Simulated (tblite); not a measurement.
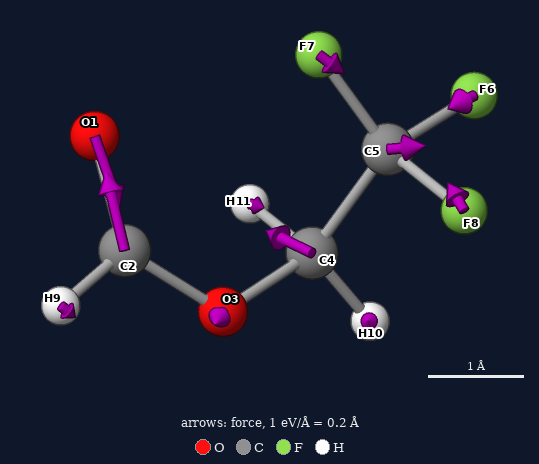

Starting geometry of C₃H₃F₃O₂ with the computed forces as purple arrows. The picture is a ball-and-stick view, seen at a tilt.

These are results of GFN2-xTB geometry optimisation, gas phase in tblite, not measurements. 

**Is this structure relaxed? If not, where do the atoms go?**

It isn't relaxed: the largest force vector, on C2, is 4.37 eV/Å. The final displacements have little in common with the starting forces (cosine between the two patterns 0.25). The largest move after the best rigid fit is that of O1, 0.84 Å. Largest moves by element: O 0.84 Å, F 0.44 Å, H 0.29 Å, C 0.18 Å. Among the contacts that change: C5–F6 1.409 → 1.339 Å, O1–C2 1.254 → 1.190 Å, C4–H11 1.149 → 1.098 Å, C4–C5 1.494 → 1.530 Å. Bond angles that change, for instance: O1–C2–H9 114.6° → 125.9°, O3–C2–H9 118.1° → 108.0°, C4–C5–F8 105.1° → 112.3°. Groups turn about O3–C4 by about 40°. The energy falls by 81.4 kJ/mol in 80 geometry steps.
